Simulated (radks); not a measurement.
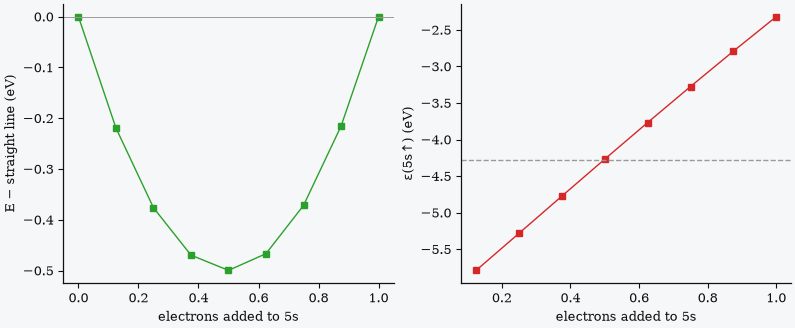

Method: scalar-relativistic Kohn-Sham, BLYP, spin-polarised, spherical densities, point nucleus; computed with the in-house radial solver radks. The occupation of the 5s shell is varied from Rb⁺ ([Kr]) to Rb ([Kr] 5s1 (high spin)), with spherical fractional occupations. The plot shows the total energy less the straight line between the end points, and the eigenvalue of 5s↑ (the dashed line is minus the energy to take the whole electron out).

Question: Is the energy convex or concave in the occupation, and by how much?

Answer: The curve is convex (below the straight line), with the largest deviation among the points computed, −0.50 eV, at 0.5. The end points differ by 4.28 eV, the energy to take the electron out. The eigenvalue, which is the slope of the energy (Janak's theorem), moves from −5.79 eV at 0.125 to −2.32 eV at 1; for a straight line it would stay constant, and a parabola would sag by an eighth of this change, scaled to a whole electron, 0.50 eV. Convexity is the delocalisation error: fractional charges are too low in energy.
